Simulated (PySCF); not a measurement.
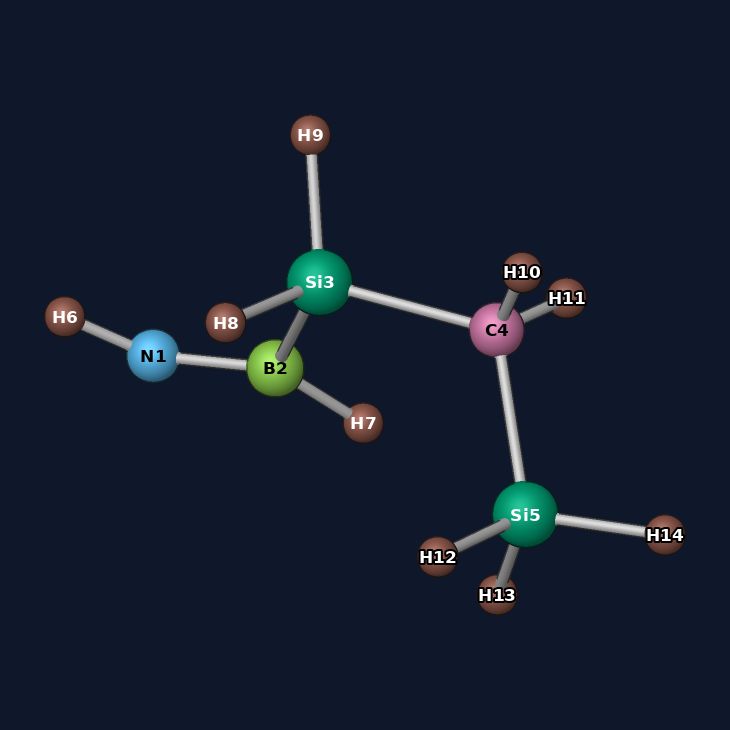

The questions are on Mulliken spin populations. State: neutral, doublet. The computed structure is the end point of a GFN2-xTB optimisation. No frequency run is at hand to confirm it as a minimum. Level of theory: UKS B3LYP, pcH-1 on B C H N Si, non-relativistic (PySCF 2.14.0).

> Which atom carries the largest spin population?

N1 (0.69 e).

> Which atom has the lowest spin population?

B2 (−0.07 e); a negative value comes from spin polarisation.

Give the Mulliken spin populations atom by atom.

| atom | value (e) |
| --- | --- |
| N1 | 0.69 |
| B2 | −0.07 |
| Si3 | 0.23 |
| C4 | 0.03 |
| Si5 | 0.00 |
| H6 | 0.00 |
| H7 | 0.12 |
| H8 | 0.00 |
| H9 | 0.00 |
| H10 | 0.01 |
| H11 | 0.00 |
| H12 | 0.00 |
| H13 | 0.00 |
| H14 | 0.00 |

Mulliken values depend strongly on the basis set. The geometry is semi-empirical. Around B, Si such bond lengths and angles can be off by a tenth of an ångström or more and by several degrees, and values that hang on the shape move with them.
